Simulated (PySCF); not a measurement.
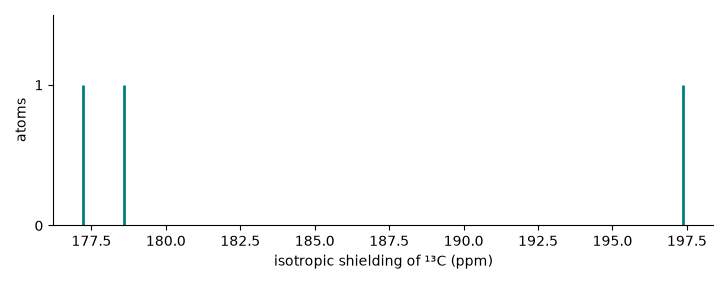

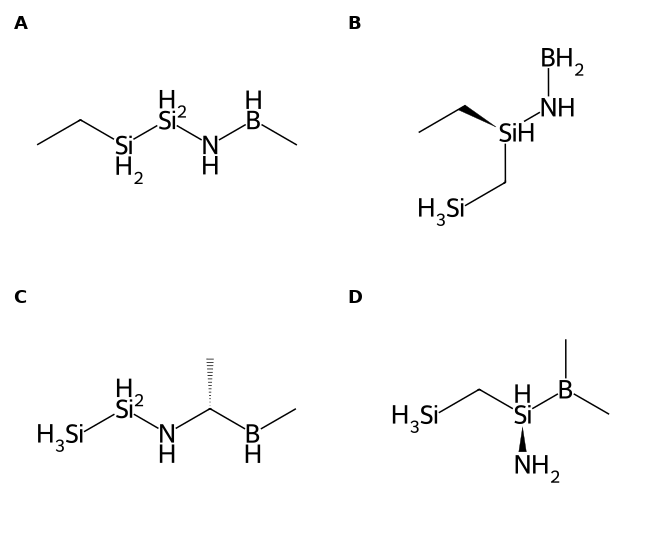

The sticks are computed shieldings of one of the molecules, for one fixed geometry (GFN2-xTB) without averaging over rotations. Low shielding means a high chemical shift. Method: GIAO PBE0/pcSseg-1 NMR shielding, non-relativistic, gas phase (PySCF 2.14.0).

**Which molecule gives this pattern?**

B, `BN[Si@H](CC)C[SiH3]`. Its 3 C atoms give lines at 177.2, 178.6, 197.4 ppm.

The geometry is semi-empirical. Around B, Si such bond lengths and angles can be off by a tenth of an ångström or more and by several degrees, and values that hang on the shape move with them.
